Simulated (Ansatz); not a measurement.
# H₅NOSi + NH₃: a complex and its separated parts

The complex below is one end of an elementary step. How strongly is it bound against its free parts?

Computed with Ansatz 0.2.0, Gaussian basis. Level: PBE0-D4/def2-TZVP structures, single points in def2-TZVPP, no counterpoise correction.

Levels: SPW92, PBE-D4, BLYP-D4, r2SCAN-D4, B97M-V, PBE0-D4, B3LYP-D4, r2SCAN0-D4, BHLYP-D4, CAM-B3LYP-D4, wB97X-V, wB97M-V, B2PLYP, PBE-QIDH, RPA on PBE, Hartree-Fock, MP2, CCSD, CCSD(T).

Cores are frozen in the correlated methods. B3LYP uses VWN-RPA correlation. B2PLYP carries no dispersion term here.

94 further runs of the same task are left out: 94 set aside as unsound or not needed. Runs told in other sessions of the task aren't counted.

## Step 1: Where the work starts

The complex: 12 atoms, charge 0, spin multiplicity 1.

Atoms are counted from 1 here; the program's logs count them from 0.

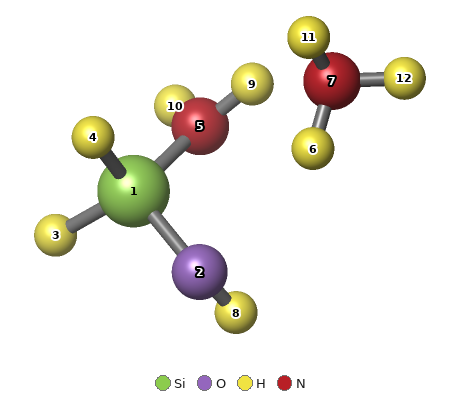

Start geometry, drawn with silicon green, oxygen purple, hydrogen yellow, nitrogen red; atoms are numbered from 1 in the order of the file.

Coordinates:

```xyz
12

Si    0.0248   -1.4386   -0.0078
O    -0.9392   -0.8973   -1.2420
H    -0.2954   -2.8389    0.3844
H     1.3695   -1.3753   -0.6356
N    -0.1856   -0.4939    1.3902
H     0.0003    1.3852   -1.0677
N     0.4937    1.9476   -0.3811
H    -1.8674   -0.8069   -1.0159
H     0.0983    0.4774    1.3542
H    -0.1968   -0.8923    2.3123
H     1.4394    2.0713   -0.7215
H     0.0583    2.8617   -0.3697
```

Its parts: H₅NOSi holds atoms 1, 2, 3, 4, 5, 8, 9, 10; NH₃ holds atoms 6, 7, 11, 12. Each part counts its atoms afresh in its own runs.

## Step 2: Relaxing H₅NOSi alone

relax-a/in.yaml

```yaml
crystal:
  periodic: [false, false, false]
  atoms:
    - {symbol: Si, position_ang: [0.024832, -1.438563, -0.007780]}
    - {symbol: O, position_ang: [-0.939175, -0.897285, -1.241953]}
    - {symbol: H, position_ang: [-0.295353, -2.838919, 0.384392]}
    - {symbol: H, position_ang: [1.369523, -1.375259, -0.635578]}
    - {symbol: N, position_ang: [-0.185573, -0.493891, 1.390191]}
    - {symbol: H, position_ang: [-1.867394, -0.806894, -1.015852]}
    - {symbol: H, position_ang: [0.098343, 0.477425, 1.354221]}
    - {symbol: H, position_ang: [-0.196778, -0.892326, 2.312337]}
basis:
  gaussian: {orbitals: def2-TZVP}
hamiltonian: {xc: pbe0, dispersion: d4}
relax: {f_tol: 0.005, max_steps: 200}
```

The run is started by

```sh
$ ansatz run in.yaml --threads 4 --pin off --events-out ev --progress --plain --max-ram 9574MiB
```

The log of the run, cut to the lines that bear on the results:

```text
Functional definition: PBE0
  name "PBE0"
  cite "Adamo & Barone, J. Chem. Phys. 110, 6158 (1999) doi:10.1063/1.478522"
  cite "Perdew, Burke & Ernzerhof, Phys. Rev. Lett. 77, 3865 (1996) doi:10.1103/PhysRevLett.77.3865"
  parent pbe
[...]
794 factors; their error is unknown
[...]
mean field -11492.67034184 eV, -422.3478450510 hartree, gradient 4.1e-5 eV, S^2 0.000000; 0 other end points of the search recorded, 0 dependent functions left out
[...]
reference -11492.67036896 eV, -422.3478460475 hartree; 17, 17 occupied and 112, 112 virtual orbitals, 794 factors
[...]
Atom 0 at     0.037981    -1.417545    -0.032229 Å, force    -0.000504     0.000392     0.000761 eV/Å
Atom 1 at    -0.988060    -0.924820    -1.225888 Å, force    -0.000391    -0.000206    -0.000775 eV/Å
Atom 2 at    -0.277292    -2.809285     0.386824 Å, force    -0.000113    -0.000360    -0.000849 eV/Å
Atom 3 at     1.362367    -1.300897    -0.680825 Å, force    -0.000199    -0.000320     0.000189 eV/Å
Atom 4 at     0.005245    -0.515261     1.414330 Å, force     0.000933     0.001560     0.000374 eV/Å
Atom 5 at    -1.925536    -0.924051    -1.027801 Å, force     0.000655    -0.000269     0.000377 eV/Å
Atom 6 at     0.296422     0.445070     1.479201 Å, force    -0.000517    -0.000732     0.000213 eV/Å
Atom 7 at    -0.502703    -0.818922     2.226367 Å, force     0.000136    -0.000067    -0.000291 eV/Å
Dipole moment:    -0.288434     0.141975     0.381688 e Å
```

Run time: 26 s. Hardware: 4 threads of Arm Neoverse V1, shared host.

The steps of the relaxation: (the energy doesn't fall at every step)

```csv
step,energy from step 1 (eV),largest force component (eV/Å)
1,0.0000,0.5639
2,-0.0101,0.2855
3,-0.0175,0.0878
4,-0.0186,0.0675
5,-0.0188,0.2252
6,-0.0197,0.0326
7,-0.0200,0.0491
8,-0.0202,0.0553
9,-0.0205,0.0619
10,-0.0206,0.0594
11,-0.0207,0.0940
12,-0.0207,0.0759
13,-0.0211,0.0118
14,-0.0212,0.0497
15,-0.0215,0.0056
16,0.0401,1.4669
17,-0.0216,0.0087
18,-0.0217,0.0490
19,-0.0217,0.0179
20,-0.0218,0.0065
21,-0.0218,0.0051
22,-0.0218,0.0016
```

Distances of close pairs at the start and the end, largest changes first:

```csv
bond,before (Å),after (Å),change (Å)
Si1–O2,1.657,1.649,-0.008
N5–H7,1.013,1.006,-0.007
Si1–H4,1.485,1.479,-0.006
Si1–N5,1.700,1.705,+0.005
Si1–H3,1.489,1.487,-0.002
O2–H6,0.960,0.958,-0.001
N5–H8,1.005,1.005,+0.000
```

## Step 3: Relaxing NH₃ alone

relax-b/in.yaml

```yaml
crystal:
  periodic: [false, false, false]
  atoms:
    - {symbol: H, position_ang: [0.000320, 1.385181, -1.067709]}
    - {symbol: N, position_ang: [0.493684, 1.947565, -0.381113]}
    - {symbol: H, position_ang: [1.439417, 2.071309, -0.721469]}
    - {symbol: H, position_ang: [0.058253, 2.861658, -0.369684]}
basis:
  gaussian: {orbitals: def2-TZVP}
hamiltonian: {xc: pbe0, dispersion: d4}
relax: {f_tol: 0.005, max_steps: 200}
```

The run is started by

```sh
$ ansatz run in.yaml --threads 4 --pin off --events-out ev --progress --plain --max-ram 9574MiB
```

The log of the run, cut to the lines that bear on the results:

```text
[... 5 set-up lines as earlier in the session ...]
[...]
287 factors; their error is unknown
[...]
mean field -1537.79903975 eV, -56.5130723531 hartree, gradient 4.3e-5 eV, S^2 0.000000; 0 other end points of the search recorded, 0 dependent functions left out
[...]
Total energy: -1537.80844291 eV, -56.5134179129 hartree
Atom 0 at     0.000894     1.388347    -1.066533 Å, force     0.002349    -0.000333    -0.000565 eV/Å
Atom 1 at     0.494038     1.946167    -0.380280 Å, force    -0.003320     0.001934     0.001844 eV/Å
Atom 2 at     1.438984     2.071282    -0.721865 Å, force    -0.000515    -0.000637    -0.001636 eV/Å
Atom 3 at     0.057758     2.859917    -0.371297 Å, force     0.001486    -0.000964     0.000357 eV/Å
Dipole moment:     0.004910     0.150452    -0.318753 e Å
```

It took 0.65 s on 4 threads of Arm Neoverse V1, shared host.

The steps of the relaxation:

```csv
step,energy from step 1 (eV),largest force component (eV/Å)
1,0.0000,0.0936
2,-0.0003,0.0255
3,-0.0003,0.0033
```

Distances of close pairs at the start and the end, largest changes first:

```csv
bond,before (Å),after (Å),change (Å)
H1–N2,1.015,1.013,-0.003
N2–H3,1.013,1.013,-0.000
N2–H4,1.013,1.013,+0.000
```

## Step 4: SPW92/def2-TZVPP

parta/in.yaml

```yaml
crystal:
  periodic: [false, false, false]
  atoms:
    - {symbol: Si, position_ang: [0.037981, -1.417545, -0.032229]}
    - {symbol: O, position_ang: [-0.988060, -0.924820, -1.225888]}
    - {symbol: H, position_ang: [-0.277292, -2.809285, 0.386824]}
    - {symbol: H, position_ang: [1.362367, -1.300897, -0.680825]}
    - {symbol: N, position_ang: [0.005245, -0.515261, 1.414330]}
    - {symbol: H, position_ang: [-1.925536, -0.924051, -1.027801]}
    - {symbol: H, position_ang: [0.296422, 0.445070, 1.479201]}
    - {symbol: H, position_ang: [-0.502703, -0.818922, 2.226367]}
basis:
  gaussian: {orbitals: def2-TZVPP}
hamiltonian: {xc: lda}
```

partb/in.yaml

```yaml
crystal:
  periodic: [false, false, false]
  atoms:
    - {symbol: H, position_ang: [0.000894, 1.388347, -1.066533]}
    - {symbol: N, position_ang: [0.494038, 1.946167, -0.380280]}
    - {symbol: H, position_ang: [1.438984, 2.071282, -0.721865]}
    - {symbol: H, position_ang: [0.057758, 2.859917, -0.371297]}
basis:
  gaussian: {orbitals: def2-TZVPP}
hamiltonian: {xc: lda}
```

Each run has its own folder and the same command.

The run is started by

```sh
$ ansatz run in.yaml --threads 4 --pin off --events-out ev --progress --plain --max-ram 9574MiB
```

Output in parta, cut to the lines that bear on the results:

```text
Functional definition: SPW92
  name "SPW92"
  cite "Dirac, Proc. Camb. Phil. Soc. 26, 376 (1930) doi:10.1017/S0305004100016108"
  cite "Slater, Phys. Rev. 81, 385 (1951) doi:10.1103/PhysRev.81.385"
  cite "Perdew & Wang, Phys. Rev. B 45, 13244 (1992) doi:10.1103/PhysRevB.45.13244"
[...]
889 factors; their error is unknown
[...]
mean field -11440.77020937 eV, -420.4405503617 hartree, gradient 5.9e-5 eV, S^2 0.000000; 0 other end points of the search recorded, 0 dependent functions left out
reference -11440.77024358 eV, -420.4405516191 hartree; 17, 17 occupied and 157, 157 virtual orbitals, 889 factors
Total energy: -11440.77024358 eV, -420.4405516191 hartree
```

Output in partb, cut to the lines that bear on the results:

```text
[... 5 set-up lines as earlier in the session ...]
[...]
332 factors; their error is unknown
[...]
mean field -1526.58940316 eV, -56.1011258065 hartree, gradient 8.6e-5 eV, S^2 0.000000; 0 other end points of the search recorded, 0 dependent functions left out
reference -1526.58942256 eV, -56.1011265195 hartree; 5, 5 occupied and 68, 68 virtual orbitals, 332 factors
Total energy: -1526.58942256 eV, -56.1011265195 hartree
```

They took 0.6 s (parta), 0.15 s (partb) on 4 threads of Arm Neoverse V1, shared host.

## Step 5: PBE-D4/def2-TZVPP

Each input of step 4 (parta, partb) changes in the same lines:

```diff
-hamiltonian: {xc: lda}
+hamiltonian: {xc: pbe, dispersion: d4}
```

Each run has its own folder and the same command.

The run is started by

```sh
$ ansatz run in.yaml --threads 4 --pin off --events-out ev --progress --plain --max-ram 9574MiB
```

Output in parta, cut to the lines that bear on the results:

```text
Functional definition: PBE
  name "PBE"
[... 2 set-up lines as earlier in the session ...]
[...]
889 factors; their error is unknown
[...]
mean field -11491.81833754 eV, -422.3165344703 hartree, gradient 5.9e-5 eV, S^2 0.000000; 0 other end points of the search recorded, 0 dependent functions left out
reference -11491.81837389 eV, -422.3165358061 hartree; 17, 17 occupied and 157, 157 virtual orbitals, 889 factors
Total energy: -11491.93283554 eV, -422.3207421942 hartree
```

Output in partb, cut to the lines that bear on the results:

```text
[... 4 set-up lines as earlier in the session ...]
[...]
332 factors; their error is unknown
[...]
mean field -1537.73151710 eV, -56.5105909416 hartree, gradient 5.9e-5 eV, S^2 0.000000; 0 other end points of the search recorded, 0 dependent functions left out
reference -1537.73153745 eV, -56.5105916894 hartree; 5, 5 occupied and 68, 68 virtual orbitals, 332 factors
Total energy: -1537.74291521 eV, -56.5110098143 hartree
```

Times: 0.9 s (parta), 0.2 s (partb) on 4 threads of Arm Neoverse V1, shared host.

## Step 6: BLYP-D4/def2-TZVPP

Each input of step 5 (parta, partb) changes in the same lines:

```diff
-hamiltonian: {xc: pbe, dispersion: d4}
+hamiltonian: {xc: {name: BLYP}, dispersion: d4}
```

One command serves all of them, each in its own folder.

The run is started by

```sh
$ ansatz run in.yaml --threads 4 --pin off --events-out ev --progress --plain --max-ram 9574MiB
```

Output in parta, cut to the lines that bear on the results:

```text
Functional definition: BLYP
  name "BLYP"
  cite "Becke, Phys. Rev. A 38, 3098 (1988) doi:10.1103/PhysRevA.38.3098"
  cite "Lee, Yang & Parr, Phys. Rev. B 37, 785 (1988) doi:10.1103/PhysRevB.37.785"
[...]
889 factors; their error is unknown
[...]
mean field -11499.08644197 eV, -422.5836323816 hartree, gradient 4.2e-5 eV, S^2 0.000000; 0 other end points of the search recorded, 0 dependent functions left out
reference -11499.08674719 eV, -422.5836435982 hartree; 17, 17 occupied and 157, 157 virtual orbitals, 889 factors
Total energy: -11499.34548479 eV, -422.5931520298 hartree
```

partb printed, cut to the lines that bear on the results:

```text
[... 4 set-up lines as earlier in the session ...]
[...]
332 factors; their error is unknown
[...]
mean field -1539.10791403 eV, -56.5611725957 hartree, gradient 5.7e-5 eV, S^2 0.000000; 0 other end points of the search recorded, 0 dependent functions left out
reference -1539.10809961 eV, -56.5611794158 hartree; 5, 5 occupied and 68, 68 virtual orbitals, 332 factors
Total energy: -1539.13554848 eV, -56.5621881432 hartree
```

Times: 1.1 s (parta), 0.2 s (partb) on 4 threads of Arm Neoverse V1, shared host.

## Step 7: r2SCAN-D4/def2-TZVPP

The same edit goes into each in.yaml of step 6 (parta, partb):

```diff
-hamiltonian: {xc: {name: BLYP}, dispersion: d4}
+hamiltonian: {xc: r2scan, dispersion: d4}
```

The same command starts each run, in its folder.

The run is started by

```sh
$ ansatz run in.yaml --threads 4 --pin off --events-out ev --progress --plain --max-ram 9574MiB
```

Output in parta, cut to the lines that bear on the results:

```text
Functional definition: r2SCAN
  name "r2SCAN"
  cite "Furness, Kaplan, Ning, Perdew & Sun, J. Phys. Chem. Lett. 11, 8208 (2020) doi:10.1021/acs.jpclett.0c02405"
  cite "Furness, Kaplan, Ning, Perdew & Sun, J. Phys. Chem. Lett. 11, 9248 (2020) doi:10.1021/acs.jpclett.0c03077"
  parent r2scan
[...]
889 factors; their error is unknown
[...]
mean field -11497.54994583 eV, -422.5271671901 hartree, gradient 2.1e-5 eV, S^2 0.000000; 0 other end points of the search recorded, 0 dependent functions left out
reference -11497.54995669 eV, -422.5271675892 hartree; 17, 17 occupied and 157, 157 virtual orbitals, 889 factors
Total energy: -11497.57677471 eV, -422.5281531332 hartree
```

Output in partb, cut to the lines that bear on the results:

```text
[... 5 set-up lines as earlier in the session ...]
[...]
332 factors; their error is unknown
[...]
mean field -1538.76468206 eV, -56.5485590534 hartree, gradient 3.1e-5 eV, S^2 0.000000; 0 other end points of the search recorded, 0 dependent functions left out
reference -1538.76468851 eV, -56.5485592906 hartree; 5, 5 occupied and 68, 68 virtual orbitals, 332 factors
Total energy: -1538.76740142 eV, -56.5486589882 hartree
```

They took 2 s (parta), 0.55 s (partb) on 4 threads of Arm Neoverse V1, shared host.

## Step 8: B97M-V/def2-TZVPP

Each input of step 7 (parta, partb) changes in the same lines:

```diff
-hamiltonian: {xc: r2scan, dispersion: d4}
+hamiltonian: {xc: {name: B97M-V}}
```

Each run has its own folder and the same command.

The run is started by

```sh
$ ansatz run in.yaml --threads 4 --pin off --events-out ev --progress --plain --max-ram 9574MiB
```

Log of parta, cut to the lines that bear on the results:

```text
Functional definition: B97M-V
  name "B97M-V"
  cite "Mardirossian & Head-Gordon, J. Chem. Phys. 142, 074111 (2015) doi:10.1063/1.4907719"
  cite "Becke, J. Chem. Phys. 107, 8554 (1997) doi:10.1063/1.475007"
  cite "Vydrov & Van Voorhis, J. Chem. Phys. 133, 244103 (2010) doi:10.1063/1.3521275"
  # Of w^i u^j: cxij and so on, Table III.
[...]
  gx(w, u) = cx00 + cx01*u + cx02*u^2 + (cx10 + cx11*u)*w
[...]
  gos(w, u) = cos00 + cos01*u + cos03*u^3 + cos10*w + cos32*w^3*u^2
[...]
      + integral(e_c_pw_mod_opposite_spin*gos(b97_w_opposite, b97_u_opposite)) + vv10(b, c)
889 factors; their error is unknown
[...]
mean field -11497.20063432 eV, -422.5143302286 hartree, gradient 6.9e-5 eV, S^2 0.000000; 0 other end points of the search recorded, 0 dependent functions left out
reference -11497.20068911 eV, -422.5143322422 hartree; 17, 17 occupied and 157, 157 virtual orbitals, 889 factors
Total energy: -11497.20068911 eV, -422.5143322422 hartree
```

Log of partb, cut to the lines that bear on the results:

```text
[... 5 set-up lines as earlier in the session ...]
  # Of w^i u^j: cxij and so on, Table III.
[...]
  gx(w, u) = cx00 + cx01*u + cx02*u^2 + (cx10 + cx11*u)*w
[...]
  gos(w, u) = cos00 + cos01*u + cos03*u^3 + cos10*w + cos32*w^3*u^2
[...]
      + integral(e_c_pw_mod_opposite_spin*gos(b97_w_opposite, b97_u_opposite)) + vv10(b, c)
332 factors; their error is unknown
[...]
mean field -1539.38738909 eV, -56.5714431148 hartree, gradient 4.5e-5 eV, S^2 0.000000; 0 other end points of the search recorded, 0 dependent functions left out
reference -1539.38742191 eV, -56.5714443210 hartree; 5, 5 occupied and 68, 68 virtual orbitals, 332 factors
Total energy: -1539.38742191 eV, -56.5714443210 hartree
```

They took 3.5 s (parta), 0.6 s (partb) on 4 threads of Arm Neoverse V1, shared host.

## Step 9: PBE0-D4/def2-TZVPP

The same edit goes into each in.yaml of step 8 (parta, partb):

```diff
-hamiltonian: {xc: {name: B97M-V}}
+hamiltonian: {xc: pbe0, dispersion: d4}
+output: {orbitals: {seedname: orbitals}}
```

The same command starts each run, in its folder.

The run is started by

```sh
$ ansatz run in.yaml --threads 4 --pin off --events-out ev --progress --plain --max-ram 9574MiB
```

Log of parta, cut to the lines that bear on the results:

```text
[... 5 set-up lines as earlier in the session ...]
[...]
892 factors; their error is unknown
[...]
mean field -11492.79422999 eV, -422.3523978566 hartree, gradient 3.6e-5 eV, S^2 0.000000; 0 other end points of the search recorded, 0 dependent functions left out
reference -11492.79425746 eV, -422.3523988659 hartree; 17, 17 occupied and 157, 157 virtual orbitals, 892 factors
Total energy: -11492.88919398 eV, -422.3558877187 hartree
```

partb printed, cut to the lines that bear on the results:

```text
[... 5 set-up lines as earlier in the session ...]
[...]
332 factors; their error is unknown
[...]
mean field -1537.87183210 eV, -56.5157474229 hartree, gradient 1.6e-5 eV, S^2 0.000000; 0 other end points of the search recorded, 0 dependent functions left out
reference -1537.87184802 eV, -56.5157480078 hartree; 5, 5 occupied and 68, 68 virtual orbitals, 332 factors
Total energy: -1537.88096364 eV, -56.5160830005 hartree
```

They took 1.2 s (parta), 0.2 s (partb) on 4 threads of Arm Neoverse V1, shared host.

## Step 10: B3LYP-D4/def2-TZVPP

Each input of step 9 (parta, partb) changes in the same lines:

```diff
-hamiltonian: {xc: pbe0, dispersion: d4}
-output: {orbitals: {seedname: orbitals}}
+hamiltonian: {xc: {name: B3LYP}, dispersion: d4}
```

The same command starts each run, in its folder.

The run is started by

```sh
$ ansatz run in.yaml --threads 4 --pin off --events-out ev --progress --plain --max-ram 9574MiB
```

Log of parta, cut to the lines that bear on the results:

```text
Functional definition: B3LYP
  name "B3LYP"
  cite "Stephens, Devlin, Chabalowski & Frisch, J. Phys. Chem. 98, 11623 (1994) doi:10.1021/j100096a001"
[... 2 set-up lines as earlier in the session ...]
  cite "Vosko, Wilk & Nusair, Can. J. Phys. 58, 1200 (1980) doi:10.1139/p80-159"
[...]
892 factors; their error is unknown
[...]
mean field -11500.91330699 eV, -422.6507684329 hartree, gradient 4.1e-5 eV, S^2 0.000000; 0 other end points of the search recorded, 0 dependent functions left out
reference -11500.91353635 eV, -422.6507768618 hartree; 17, 17 occupied and 157, 157 virtual orbitals, 892 factors
Total energy: -11501.09858105 eV, -422.6575771290 hartree
```

Log of partb, cut to the lines that bear on the results:

```text
[... 6 set-up lines as earlier in the session ...]
[...]
332 factors; their error is unknown
[...]
mean field -1539.85469635 eV, -56.5886163399 hartree, gradient 2.6e-5 eV, S^2 0.000000; 0 other end points of the search recorded, 0 dependent functions left out
reference -1539.85483598 eV, -56.5886214710 hartree; 5, 5 occupied and 68, 68 virtual orbitals, 332 factors
Total energy: -1539.87289651 eV, -56.5892851835 hartree
```

They took 1.2 s (parta), 0.25 s (partb) on 4 threads of Arm Neoverse V1, shared host.

## Step 11: r2SCAN0-D4/def2-TZVPP

The same edit goes into each in.yaml of step 10 (parta, partb):

```diff
-hamiltonian: {xc: {name: B3LYP}, dispersion: d4}
+hamiltonian: {xc: {name: r2SCAN0}, dispersion: d4}
```

Each run has its own folder and the same command.

The run is started by

```sh
$ ansatz run in.yaml --threads 4 --pin off --events-out ev --progress --plain --max-ram 9574MiB
```

Output in parta, cut to the lines that bear on the results:

```text
Functional definition: r2SCAN0
  name "r2SCAN0"
  cite "Bursch, Neugebauer, Ehlert & Grimme, J. Chem. Phys. 156, 134105 (2022) doi:10.1063/5.0086040"
[... 3 set-up lines as earlier in the session ...]
[...]
892 factors; their error is unknown
[...]
mean field -11496.97555425 eV, -422.5060586887 hartree, gradient 4.1e-5 eV, S^2 0.000000; 0 other end points of the search recorded, 0 dependent functions left out
reference -11496.97556283 eV, -422.5060590042 hartree; 17, 17 occupied and 157, 157 virtual orbitals, 892 factors
Total energy: -11497.00676390 eV, -422.5072056221 hartree
```

Log of partb, cut to the lines that bear on the results:

```text
[... 6 set-up lines as earlier in the session ...]
[...]
332 factors; their error is unknown
[...]
mean field -1538.56923109 eV, -56.5413763629 hartree, gradient 4.3e-5 eV, S^2 0.000000; 0 other end points of the search recorded, 0 dependent functions left out
reference -1538.56923618 eV, -56.5413765498 hartree; 5, 5 occupied and 68, 68 virtual orbitals, 332 factors
Total energy: -1538.57223745 eV, -56.5414868444 hartree
```

Wall times: 2.2 s (parta), 0.55 s (partb) on 4 threads of Arm Neoverse V1, shared host.

## Step 12: BHLYP-D4/def2-TZVPP

The same edit goes into each in.yaml of step 11 (parta, partb):

```diff
-hamiltonian: {xc: {name: r2SCAN0}, dispersion: d4}
+hamiltonian: {xc: {name: BHLYP}, dispersion: d4}
```

Each run has its own folder and the same command.

The run is started by

```sh
$ ansatz run in.yaml --threads 4 --pin off --events-out ev --progress --plain --max-ram 9574MiB
```

Log of parta, cut to the lines that bear on the results:

```text
Functional definition: BHLYP
  name "BHLYP"
  cite "Becke, J. Chem. Phys. 98, 1372 (1993) doi:10.1063/1.464304"
[... 2 set-up lines as earlier in the session ...]
[...]
951 factors; their error is unknown
[...]
mean field -11498.34418257 eV, -422.5563548519 hartree, gradient 5.1e-5 eV, S^2 0.000000; 0 other end points of the search recorded, 0 dependent functions left out
reference -11498.34433837 eV, -422.5563605773 hartree; 17, 17 occupied and 157, 157 virtual orbitals, 951 factors
Total energy: -11498.47850968 eV, -422.5612912822 hartree
```

partb printed, cut to the lines that bear on the results:

```text
[... 5 set-up lines as earlier in the session ...]
[...]
346 factors; their error is unknown
[...]
mean field -1538.73562549 eV, -56.5474912442 hartree, gradient 7.6e-5 eV, S^2 0.000000; 0 other end points of the search recorded, 0 dependent functions left out
reference -1538.73572214 eV, -56.5474947962 hartree; 5, 5 occupied and 68, 68 virtual orbitals, 346 factors
Total energy: -1538.74642213 eV, -56.5478880134 hartree
```

Wall times: 1.3 s (parta), 0.2 s (partb) on 4 threads of Arm Neoverse V1, shared host.

(Part 1 of 2 ends here.)
